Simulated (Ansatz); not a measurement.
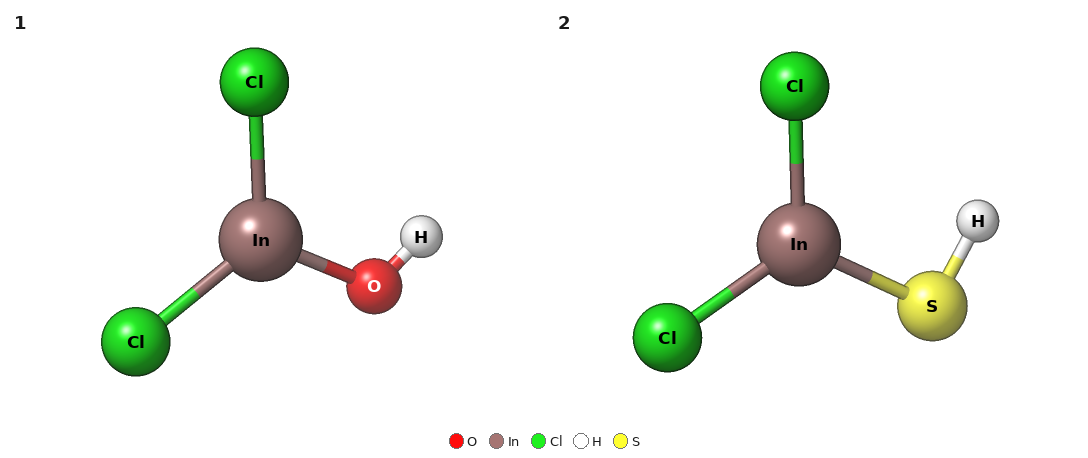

2 molecules with one skeleton, seen from the same side and at one scale. Each species is neutral and a spin singlet. Computed geometries: PBE0-D4/def2-TZVP optimisations, one conformation each. Properties computed with Ansatz 0.2.0. Elements past Kr carry core potentials.

One atom differs, called X below: O in panel 1, S in panel 2. Their formulas are Cl2HInO (`[OH][In]([Cl])[Cl]`), Cl2HInS (`[SH][In]([Cl])[Cl]`).

In which is the HOMO–LUMO gap larger (r2SCAN-D4/def2-TZVPP)?

In panel 1 (X = O).

In which is the length of X–In larger (PBE0-D4/def2-TZVP)?

In panel 2 (X = S).

Give the values. With PBE0-D4/def2-TZVP: length of X–H (Å), length of X–In (Å), angle In–X–H (°). With r2SCAN-D4/def2-TZVPP: dipole moment (D), HOMO energy (Kohn–Sham orbital) (eV), HOMO–LUMO gap (eV).

| quantity | 1 (O) | 2 (S) | 2 − 1 |
| --- | --- | --- | --- |
| length of X–H (Å) | 0.962 | 1.345 | +0.383 |
| length of X–In (Å) | 1.961 | 2.353 | +0.392 |
| angle In–X–H (°) | 111.7 | 92.0 | −19.7 |
| dipole moment (D) | 1.42 | 1.73 | +0.31 |
| HOMO energy (Kohn–Sham orbital) (eV) | −8.02 | −7.37 | +0.65 |
| HOMO–LUMO gap (eV) | 4.78 | 4.23 | −0.55 |
